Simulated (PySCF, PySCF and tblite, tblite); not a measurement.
# C₄H₈F₂Si: a path driven as ring inversion, and NMR exchange

How fast is ring inversion in C₄H₈F₂Si (`FC1(F)CC[SiH2]C1`), and when do the exchanging lines merge?

Programs: PySCF 2.14.0 with density-fitted response routines of our own, and tblite 0.8.0. All values are computed, except where a source is named. Atoms count from 0 throughout.

## (1) The molecule as given

15 atoms, charge 0, multiplicity 1; geometry from: force field or distance geometry start.

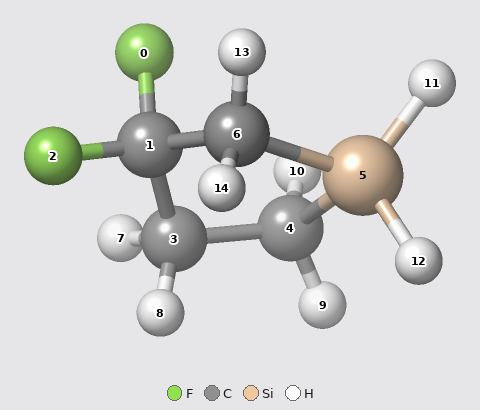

The starting geometry (fluorine green, carbon grey, silicon light orange, hydrogen white), atoms numbered.

## (2) GFN2-xTB relaxation, start minimum

What the job is given:

```
{"job": {"xc": "GFN2-xTB", "basis": "xTB", "kind": "relax"}, "charge": 0, "multiplicity": 1}
F      0.629200    -1.595300     1.217400
C      0.537800    -1.145400    -0.071000
F      1.023600    -2.145900    -0.846500
C     -0.916200    -0.836900    -0.422500
C     -1.322300     0.430300     0.352100
Si     0.243900     1.521100     0.303900
C      1.400400     0.109400    -0.229400
H     -1.565500    -1.672400    -0.135100
H     -1.007100    -0.701400    -1.496300
H     -2.182400     0.924700    -0.116800
H     -1.567800     0.193800     1.384000
H      0.571500     2.052800     1.653200
H      0.157700     2.561000    -0.740900
H      2.301300     0.064100     0.395000
H      1.691400     0.248200    -1.269200
```

The run is started by

```sh
$ OMP_NUM_THREADS=1 python ens_run.py task.json out
```

The driver reads the study from task.json and runs its stages one after another.

Output:

```text
step      E/eV     max force
  0    -648.93386    0.773
  1    -648.96478    0.351
  2    -648.98110    0.199
  3    -648.98730    0.165
  4    -648.99090    0.152
  5    -648.99376    0.121
  6    -648.99640    0.122
  7    -648.99815    0.086
  8    -648.99898    0.073
  9    -648.99936    0.056
 10    -648.99961    0.043
 11    -648.99983    0.034
 12    -649.00003    0.035
 13    -649.00016    0.029
 14    -649.00023    0.022
 15    -649.00029    0.020
 16    -649.00036    0.021
 17    -649.00041    0.021
 18    -649.00044    0.016
 19    -649.00045    0.014
 20    -649.00047    0.012
 21    -649.00048    0.011
 22    -649.00049    0.010
 23    -649.00050    0.009
 24    -649.00051    0.009
 25    -649.00053    0.011
 26    -649.00054    0.011
 27    -649.00055    0.010
 28    -649.00056    0.007
 29    -649.00057    0.009
 30    -649.00059    0.015
 31    -649.00062    0.015
 32    -649.00064    0.010
 33    -649.00065    0.009
 34    -649.00066    0.009
 35    -649.00068    0.013
 36    -649.00069    0.012
 37    -649.00071    0.011
 38    -649.00072    0.009
 39    -649.00073    0.009
 40    -649.00074    0.009
 41    -649.00074    0.006
 42    -649.00075    0.004
 43    -649.00075    0.005
 44    -649.00075    0.008
 45    -649.00076    0.008
 46    -649.00076    0.005
 47    -649.00077    0.005
 48    -649.00077    0.006
 49    -649.00078    0.008
 50    -649.00078    0.009
 51    -649.00079    0.006
 52    -649.00079    0.005
 53    -649.00080    0.006
 54    -649.00080    0.007
 55    -649.00081    0.007
 56    -649.00081    0.006
 57    -649.00082    0.007
 58    -649.00082    0.005
 59    -649.00082    0.005
 60    -649.00083    0.005
 61    -649.00083    0.009
 62    -649.00084    0.011
 63    -649.00085    0.009
 64    -649.00086    0.007
 65    -649.00086    0.005
 66    -649.00087    0.007
 67    -649.00087    0.008
 68    -649.00088    0.005
 69    -649.00088    0.002
```

Run time: 0.3 s. Hardware: 1 thread of AMD EPYC 9R14, shared host.

Relaxing gained 0.067 eV and moved the atoms by 0.04 Å on average (rms).

## (3) Relaxed scan, ring torsion 3 driven

What the job is given:

```
{"job": {"xc": "GFN2-xTB", "basis": "xTB", "coordinate": [["t", [4, 5, 6, 1], 1.0]], "kind": "drive"}, "charge": 0, "multiplicity": 1}
F      0.628730    -1.567952     1.227017
C      0.541116    -1.119786    -0.064968
F      1.019482    -2.161572    -0.814187
C     -0.915169    -0.833337    -0.406720
C     -1.324636     0.440798     0.333459
Si     0.235659     1.542985     0.327113
C      1.386014     0.128242    -0.236834
H     -1.533274    -1.690476    -0.134534
H     -0.973561    -0.694021    -1.487166
H     -2.199498     0.887352    -0.133920
H     -1.605213     0.188366     1.356160
H      0.585815     2.051679     1.651412
H      0.186377     2.603766    -0.680902
H      2.308045     0.023861     0.330808
H      1.655700     0.208084    -1.288650
```

Output:

```text
point  coordinate     E/eV
  0     -6.400     -648.99645
  1     -0.300     -648.98603
  2      5.800     -648.97008
  3     12.000     -648.94989
```

It took 0.45 s on 1 thread of AMD EPYC 9R14, shared host.

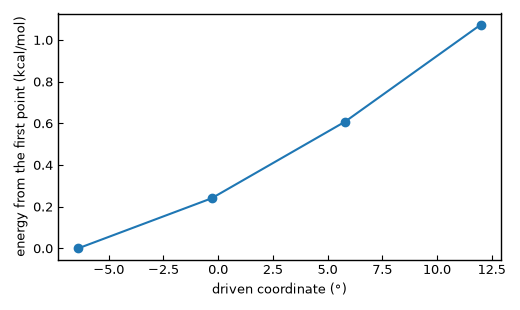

Energy along the scan.

## (4) Relaxed scan, ring torsion 0 driven

What the job is given:

```
{"job": {"xc": "GFN2-xTB", "basis": "xTB", "coordinate": [["t", [6, 1, 3, 4], 1.0]], "kind": "drive"}, "charge": 0, "multiplicity": 1}
F      0.637611    -1.567202     1.217143
C      0.544425    -1.117001    -0.073831
F      1.023576    -2.156037    -0.826371
C     -0.913929    -0.834722    -0.410185
C     -1.325230     0.437316     0.332527
Si     0.232251     1.543563     0.325261
C      1.384722     0.133921    -0.246509
H     -1.528195    -1.694027    -0.136523
H     -0.976938    -0.695037    -1.490294
H     -2.201698     0.882722    -0.132957
H     -1.603608     0.182628     1.355286
H      0.585769     2.047735     1.650476
H      0.177145     2.607795    -0.678781
H      2.308977     0.031276     0.317658
H      1.650359     0.216523    -1.299124
```

Output:

```text
point  coordinate     E/eV
  0    -35.300     -648.96633
  1    -21.500     -648.89914
  2     -7.200     -648.84723
  3      7.200     -648.84761
  4     21.500     -648.89997
  5     35.300     -648.96660
  6     48.700     -648.99949
```

Wall time 0.78 s (1 thread of AMD EPYC 9R14, shared host).

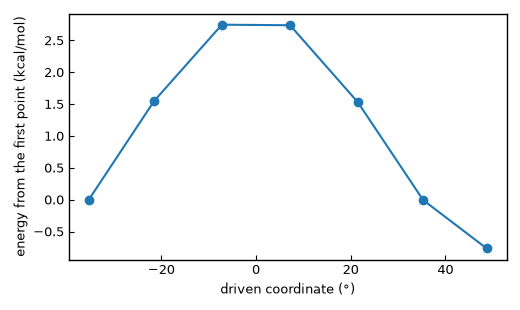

Energy along the scan.

## (5) Nudged elastic band, leg 1

What the job is given:

```
{"job": {"xc": "GFN2-xTB", "basis": "xTB", "kind": "neb"}, "charge": 0, "multiplicity": 1}
F      0.628730    -1.567952     1.227017
C      0.541116    -1.119786    -0.064968
F      1.019482    -2.161572    -0.814187
C     -0.915169    -0.833337    -0.406720
C     -1.324636     0.440798     0.333459
Si     0.235659     1.542985     0.327113
C      1.386014     0.128242    -0.236834
H     -1.533274    -1.690476    -0.134534
H     -0.973561    -0.694021    -1.487166
H     -2.199498     0.887352    -0.133920
H     -1.605213     0.188366     1.356160
H      0.585815     2.051679     1.651412
H      0.186377     2.603766    -0.680902
H      2.308045     0.023861     0.330808
H      1.655700     0.208084    -1.288650
```

Output:

```text
image   E - E0 / eV
  0       0.0000
  1       0.0310
  2       0.0027
  3       0.0786
  4       0.1614
  5       0.0813
  6       0.0000
```

It took 0.99 s on 1 thread of AMD EPYC 9R14, shared host; peak memory 0.19 GiB.

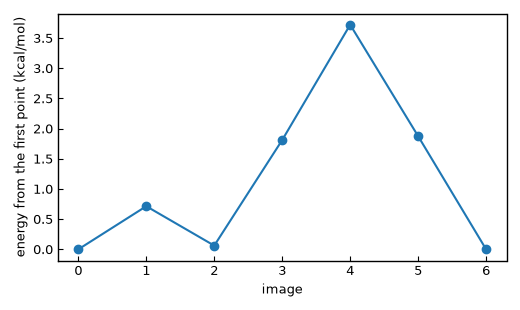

Energy along the band.

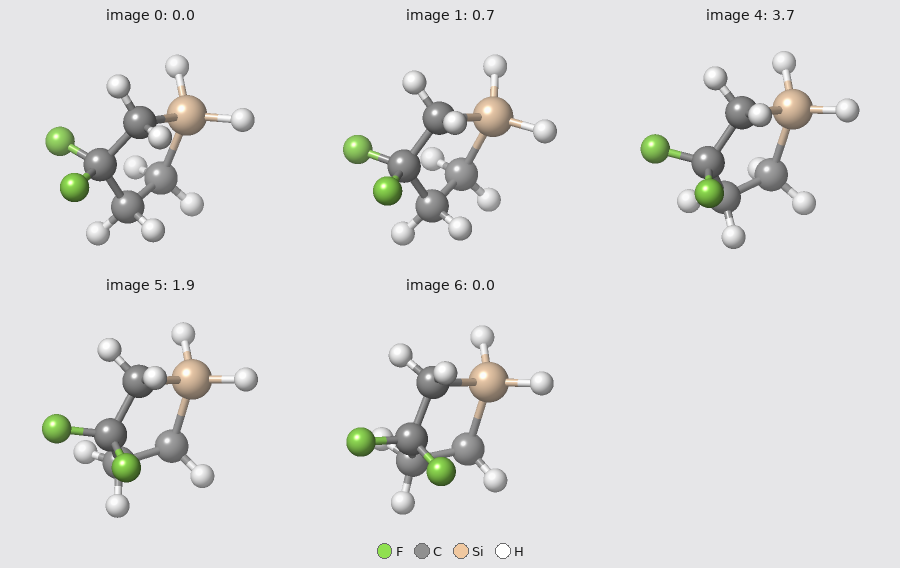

Images along the band, with energies in kcal/mol.

## (6) Saddle search, leg 1

What the job is given:

```
{"job": {"xc": "GFN2-xTB", "basis": "xTB", "kind": "saddle"}, "charge": 0, "multiplicity": 1}
F      0.977134    -2.085835     0.632214
C      0.570281    -1.125098    -0.260488
F      0.836539    -1.691625    -1.481253
C     -0.947548    -0.921840    -0.123964
C     -1.349553     0.524918     0.191808
Si     0.236419     1.572461     0.321481
C      1.410403     0.134475    -0.088246
H     -1.287218    -1.594344     0.664145
H     -1.405175    -1.257827    -1.056345
H     -2.004974     0.908193    -0.588470
H     -1.927700     0.555401     1.113278
H      0.461161     2.101602     1.667825
H      0.315900     2.632007    -0.685162
H      2.139915    -0.045460     0.699419
H      1.974416     0.292972    -1.006241
```

Output:

```text
step      E/eV     max force
  0    -648.83947   0.0439
  1    -648.84104   0.0146
  2    -648.84454   0.0704
  3    -648.84231   0.0114
  4    -648.84468   0.0286
  5    -648.84319   0.0092
  6    -648.84462   0.0112
  7    -648.84626   0.0154
  8    -648.84810   0.0163
  9    -648.85014   0.0173
 10    -648.85235   0.0173
 11    -648.85473   0.0164
 12    -648.85826   0.0239
 13    -648.86202   0.0264
 14    -648.86593   0.0264
 15    -648.86992   0.0254
 16    -648.87551   0.0249
 17    -648.88271   0.0564
 18    -648.87859   0.0175
 19    -648.88266   0.0245
 20    -648.88642   0.0257
 21    -648.88976   0.0175
 22    -648.89332   0.0350
 23    -648.89539   0.0416
 24    -648.89583   0.0299
 25    -648.89589   0.0177
 26    -648.89589   0.0030
lowest wavenumbers (cm-1): -47.9 119.9 323.2 332.1 396.2 407.9
```

Run time: 4.5 s. Hardware: 1 thread of AMD EPYC 9R14, shared host; peak memory 0.19 GiB.

Point group C1; 1 imaginary mode, 48i cm⁻¹, carried by F0, C3, F2, C6. Steps downhill from it reached both ends.

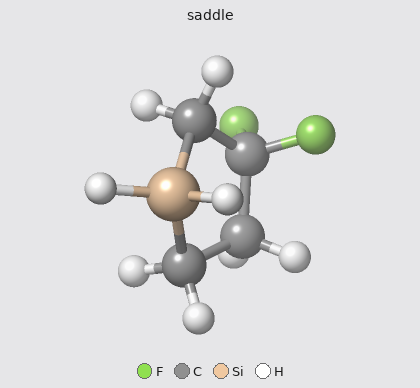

The saddle point.

## (7) Shieldings, start: PBE0/pcSseg-1

What the job is given:

```
{"job": {"kind": "nmr", "xc": "PBE0", "basis": "pcSseg-1", "pop": false}, "charge": 0, "multiplicity": 1}
F      0.628730    -1.567952     1.227017
C      0.541116    -1.119786    -0.064968
F      1.019482    -2.161572    -0.814187
C     -0.915169    -0.833337    -0.406720
C     -1.324636     0.440798     0.333459
Si     0.235659     1.542985     0.327113
C      1.386014     0.128242    -0.236834
H     -1.533274    -1.690476    -0.134534
H     -0.973561    -0.694021    -1.487166
H     -2.199498     0.887352    -0.133920
H     -1.605213     0.188366     1.356160
H      0.585815     2.051679     1.651412
H      0.186377     2.603766    -0.680902
H      2.308045     0.023861     0.330808
H      1.655700     0.208084    -1.288650
```

Output:

```text
coarse grid: 13104 points
cycle   1  E = -645.7363692424  dE =  7.954e-01  |g| = 7.411e-01  |ddm| = 3.357e+00
cycle   2  E = -645.6690576074  dE =  6.731e-02  |g| = 1.012e+00  |ddm| = 1.025e+00
cycle   3  E = -645.8358427921  dE = -1.668e-01  |g| = 7.221e-02  |ddm| = 5.948e-01
cycle   4  E = -645.8366365645  dE = -7.938e-04  |g| = 3.732e-02  |ddm| = 7.606e-02
cycle   5  E = -645.8369490858  dE = -3.125e-04  |g| = 4.316e-03  |ddm| = 3.296e-02
cycle   6  E = -645.8369529486  dE = -3.863e-06  |g| = 1.444e-03  |ddm| = 5.259e-03
final grid: 122944 points
cycle   7  E = -645.8913042532  dE = -4.096e-05  |g| = 8.741e-03  |ddm| = 2.880e-02
cycle   8  E = -645.8912883038  dE =  1.595e-05  |g| = 1.261e-02  |ddm| = 1.617e-02
cycle   9  E = -645.8913214540  dE = -3.315e-05  |g| = 7.412e-04  |ddm| = 9.168e-03
cycle  10  E = -645.8913215327  dE = -7.865e-08  |g| = 3.034e-04  |ddm| = 6.760e-04
cycle  11  E = -645.8913215489  dE = -1.621e-08  |g| = 4.601e-05  |ddm| = 2.224e-04
cycle  12  E = -645.8913215493  dE = -4.220e-10  |g| = 1.235e-05  |ddm| = 5.025e-05
converged SCF energy = -645.8913215493

GIAO shielding tensors (ppm)
atom      isotropic    diamagn.    paramagn.     s11        s22        s33       span
  0 F      284.513     476.095    -191.583    215.828    290.579    347.132    131.304
  1 C       48.876     243.046    -194.170     33.883     52.922     59.822     25.939
  2 F      281.586     473.096    -191.510    161.747    326.748    356.262    194.515
  3 C      147.829     251.003    -103.174    126.702    145.736    171.051     44.349
  4 C      182.148     252.399     -70.251    167.551    180.222    198.670     31.119
  5 Si     384.254     879.301    -495.047    343.063    384.914    424.785     81.722
  6 C      166.316     255.393     -89.077    147.275    152.757    198.916     51.641
  7 H       29.268      30.030      -0.761     24.858     27.767     35.179     10.321
  8 H       29.928      31.430      -1.502     25.875     28.575     35.334      9.459
  9 H       30.726      29.826       0.900     25.957     27.492     38.730     12.773
 10 H       30.519      30.629      -0.110     25.989     27.702     37.866     11.877
 11 H       27.381      28.519      -1.139     24.200     24.623     33.320      9.120
 12 H       27.387      28.528      -1.140     24.210     24.711     33.240      9.030
 13 H       30.049      29.921       0.128     26.284     27.765     36.097      9.814
 14 H       30.358      30.802      -0.444     26.016     28.203     36.855     10.839
```

It took 12 s on 1 thread of AMD EPYC 9R14, shared host; peak memory 0.86 GiB.

In short: HOMO -8.70 eV, LUMO 0.60 eV; dipole 2.38 D.

## (8) Shieldings, saddle of leg 1: PBE0/pcSseg-1

What the job is given:

```
{"job": {"kind": "nmr", "xc": "PBE0", "basis": "pcSseg-1", "pop": false}, "charge": 0, "multiplicity": 1}
F      1.054010    -1.831667     0.887137
C      0.578116    -1.115044    -0.182642
F      0.834519    -1.928785    -1.256226
C     -0.937106    -0.917066    -0.017224
C     -1.317949     0.565934    -0.033652
Si     0.245995     1.491058     0.537606
C      1.350068     0.188356    -0.301463
H     -1.212301    -1.363307     0.939784
H     -1.449818    -1.475312    -0.802195
H     -1.575084     0.869947    -1.049320
H     -2.203028     0.732910     0.575470
H      0.408557     1.501155     1.991604
H      0.406360     2.819680    -0.048275
H      2.343095     0.055026     0.121225
H      1.474567     0.407116    -1.361829
```

Output:

```text
coarse grid: 13104 points
cycle   1  E = -645.7263642002  dE =  7.849e-01  |g| = 7.522e-01  |ddm| = 3.368e+00
cycle   2  E = -645.6534269914  dE =  7.294e-02  |g| = 1.037e+00  |ddm| = 1.034e+00
cycle   3  E = -645.8290515599  dE = -1.756e-01  |g| = 7.082e-02  |ddm| = 5.981e-01
cycle   4  E = -645.8298150353  dE = -7.635e-04  |g| = 3.816e-02  |ddm| = 7.682e-02
cycle   5  E = -645.8301447584  dE = -3.297e-04  |g| = 4.452e-03  |ddm| = 3.358e-02
cycle   6  E = -645.8301488574  dE = -4.099e-06  |g| = 1.628e-03  |ddm| = 5.677e-03
final grid: 122944 points
cycle   7  E = -645.8849729762  dE = -3.838e-05  |g| = 8.971e-03  |ddm| = 2.611e-02
cycle   8  E = -645.8849558012  dE =  1.717e-05  |g| = 1.296e-02  |ddm| = 1.655e-02
cycle   9  E = -645.8849911719  dE = -3.537e-05  |g| = 7.333e-04  |ddm| = 9.465e-03
cycle  10  E = -645.8849912478  dE = -7.587e-08  |g| = 3.103e-04  |ddm| = 6.766e-04
cycle  11  E = -645.8849912651  dE = -1.726e-08  |g| = 4.387e-05  |ddm| = 2.236e-04
cycle  12  E = -645.8849912654  dE = -3.929e-10  |g| = 1.188e-05  |ddm| = 4.880e-05
converged SCF energy = -645.8849912654

GIAO shielding tensors (ppm)
atom      isotropic    diamagn.    paramagn.     s11        s22        s33       span
  0 F      253.783     474.873    -221.090    178.327    258.925    324.097    145.770
  1 C       47.380     243.178    -195.798     37.714     49.144     55.284     17.570
  2 F      259.803     473.722    -213.918    156.062    298.626    324.722    168.659
  3 C      145.672     250.358    -104.686    122.332    135.331    179.352     57.020
  4 C      178.233     251.882     -73.649    158.385    182.045    194.269     35.884
  5 Si     381.048     879.455    -498.407    335.313    385.273    422.557     87.244
  6 C      162.158     254.882     -92.723    144.501    148.606    193.368     48.867
  7 H       29.294      30.683      -1.389     24.514     29.339     34.030      9.516
  8 H       28.935      30.151      -1.216     24.048     28.572     34.184     10.136
  9 H       30.544      30.755      -0.211     25.779     27.986     37.868     12.089
 10 H       30.658      29.705       0.953     25.677     27.561     38.736     13.058
 11 H       27.439      28.670      -1.231     24.392     24.881     33.042      8.650
 12 H       27.299      28.590      -1.291     24.197     24.323     33.376      9.179
 13 H       29.964      29.716       0.248     26.143     28.001     35.747      9.605
 14 H       30.192      30.882      -0.690     25.959     28.470     36.147     10.188
```

Run time: 12 s. Hardware: 1 thread of AMD EPYC 9R14, shared host; peak memory 0.78 GiB.

Key values: HOMO -8.64 eV, LUMO 0.55 eV; dipole 2.54 D.

## (9) The path in numbers

What the job is given:

```
{"job": {"smiles": "FC1(F)CC[SiH2]C1", "charge": 0, "mult": 1, "motion": "ring", "what": "5-membered ring", "atoms": [1, 3, 4, 5, 6], "ring": [1, 3, 4, 5, 6], "study": "path", "level": {"kind": "nmr", "xc": "PBE0", "basis": "pcSseg-1"}, "fields": [200, 250, 500], "first": 3, "seed": 961, "kind": "path"}, "charge": 0, "multiplicity": 1}
F      0.628730    -1.567952     1.227017
C      0.541116    -1.119786    -0.064968
F      1.019482    -2.161572    -0.814187
C     -0.915169    -0.833337    -0.406720
C     -1.324636     0.440798     0.333459
Si     0.235659     1.542985     0.327113
C      1.386014     0.128242    -0.236834
H     -1.533274    -1.690476    -0.134534
H     -0.973561    -0.694021    -1.487166
H     -2.199498     0.887352    -0.133920
H     -1.605213     0.188366     1.356160
H      0.585815     2.051679     1.651412
H      0.186377     2.603766    -0.680902
H      2.308045     0.023861     0.330808
H      1.655700     0.208084    -1.288650
```

Output:

```text
stationary points (kcal/mol above the start)
  n  kind          group   xTB      DFT    lowest mode
  0  minimum      C1       0.00     0.00      73.4
  1  saddle       C1       2.42     4.02     -47.9
  2  minimum      C1       0.00     0.00      73.3

GFN2-xTB energies: T/K, barrier G, reaction G (kcal/mol), k forward, k back (1/s)
 150.00     2.47    -0.00   1.56e+09   1.54e+09
 200.00     2.57    -0.01    1.3e+10   1.29e+10
 250.00     2.68    -0.01   4.75e+10   4.69e+10
 298.15     2.80    -0.01   1.11e+11   1.09e+11
 350.00     2.94    -0.01   2.14e+11   2.12e+11
 400.00     3.08    -0.01   3.46e+11   3.43e+11
 500.00     3.39    -0.01   6.85e+11    6.8e+11

PBE0/pcSseg-1 + D3(BJ) energies: T/K, barrier G, reaction G (kcal/mol), k forward, k back (1/s)
 150.00     4.07    -0.01   7.37e+06   7.24e+06
 200.00     4.16    -0.01   2.35e+08   2.32e+08
 250.00     4.28    -0.01   1.91e+09   1.89e+09
 298.15     4.39    -0.01   7.47e+09   7.39e+09
 350.00     4.53    -0.01   2.15e+10   2.13e+10
 400.00     4.68    -0.01   4.64e+10   4.59e+10
 500.00     4.99    -0.01   1.37e+11   1.36e+11
```

It took 35 s on 1 thread of AMD EPYC 9R14, shared host; peak memory 0.86 GiB. This counts the whole study up to here.

Barriers by level (kcal/mol; entropies in cal/(mol K)). Zero-point and thermal terms come from xTB in every row. ΔG‡ leaves symmetry out; the rate counts equivalent paths (a factor of 2); effective ΔG‡, where given, is the barrier that would give that rate by Eyring's equation alone:

```tsv
level	ΔE‡	with zero-point	ΔH‡	ΔS‡	ΔG‡ (298 K)	ΔE of reaction	k at 298 K (1/s)	effective ΔG‡
GFN2-xTB	2.42	2.32	1.84	-3.2	2.80	0.00	1.1e+11	2.39
PBE0/pcSseg-1 + D3(BJ)	4.02	3.92	3.43	-3.2	4.39	0.00	7.5e+09	3.98
```

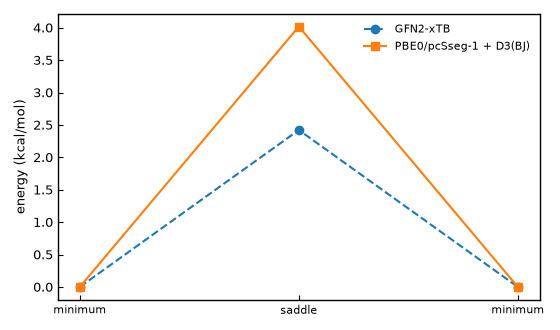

The xTB stationary points, at both levels.

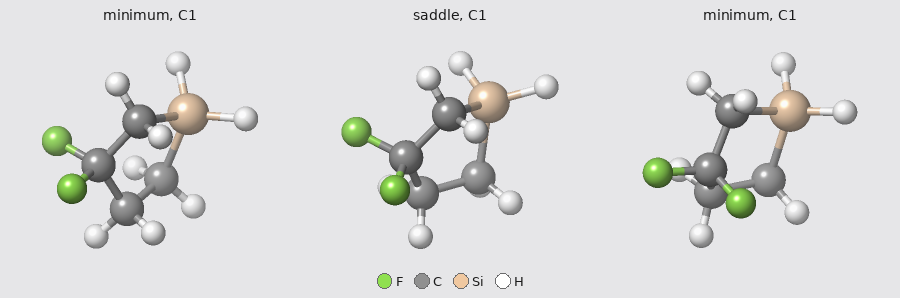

The stationary points in order.

Sites that the driver pairs across this motion, and where their lines would merge (no couplings; faster rotations or exchange between molecules can average them sooner):

```tsv
nucleus	sites: shielding (ppm)	proton frequency (MHz)	spread (Hz)	coalescence (K)	lines at 298 K
¹⁹F	F0: 284.5; F2: 281.6	200	551	92	1
¹⁹F	F0: 284.5; F2: 281.6	250	689	93	1
¹⁹F	F0: 284.5; F2: 281.6	500	1377	96	1
¹H	H7: 29.27; H8: 29.93	200	132	86	1
¹H	H7: 29.27; H8: 29.93	250	165	87	1
¹H	H7: 29.27; H8: 29.93	500	330	90	1
¹H	H13: 30.05; H14: 30.36	200	62	84	1
¹H	H13: 30.05; H14: 30.36	250	77	84	1
¹H	H13: 30.05; H14: 30.36	500	155	87	1
¹H	H9: 30.73; H10: 30.52	200	41	82	1
¹H	H9: 30.73; H10: 30.52	250	52	83	1
¹H	H9: 30.73; H10: 30.52	500	103	85	1
```

(Part 1 of 2 ends here.)
